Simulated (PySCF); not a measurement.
System: CH₈ClO₂Si₃ (doublet).

```xyz
15

Si   -2.8528    0.4140    0.0643
C    -1.5096   -0.9231   -0.1310
O    -0.2799   -0.2581    0.0549
Si    1.1732   -0.7371   -0.4439
O     2.1251    0.4244    0.1544
Si    3.4009    1.4059    0.1393
Cl    4.7946    0.6442   -1.1064
H    -4.1625   -0.2309   -0.0701
H    -2.7046    1.0260    1.3826
H    -2.6632    1.4108   -0.9889
H    -1.5296   -1.4056   -1.1126
H    -1.5945   -1.7218    0.6123
H     1.6056   -1.9957    0.1560
H     1.2599   -0.7431   -1.9027
H     2.9331    2.6982   -0.3360
```

Geometry: GFN2-xTB.

The calculation used UKS B3LYP, pcH-1 on C Cl H O Si, non-relativistic, mean-field spin-orbit, GIAO in PySCF.

**What can the converged electron density, electron localisation function and spin density tell about the bonding?**

C–O (1.41 Å): ρ at the midpoint is about 1.6 e/Å³; the ELF peaks at about 0.80 between the atoms, as expected for a shared but strongly polarised pair.
Si–O (1.61 Å): ρ at the midpoint is about 1 e/Å³; the ELF peaks at about 0.85 between the atoms: a short, strongly polar bond.
Si–H (1.45 Å): the density is about 0.78 e/Å³ at the midpoint; the ELF climbs to about 1 towards the hydrogen, as it does in any bond to H; a covalent bond by its length.
The unpaired spin (1 electron) lies mostly on Si6 (about 0.7), Cl7 (about 0.1) and H15 (about 0.1), in electrons by Hirshfeld's partition.

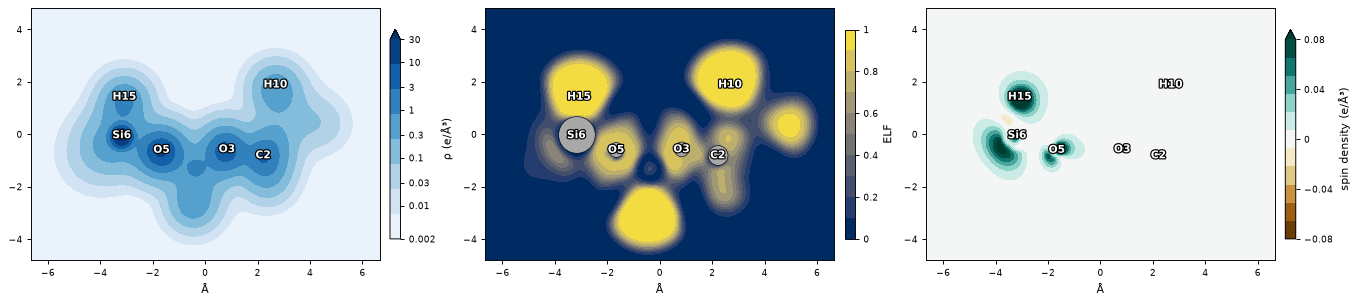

Computed electron density, electron localisation function and spin density on the plane of atoms O5, Si6 and H15, in this order. Grey discs cover the atomic cores in the ELF map. 
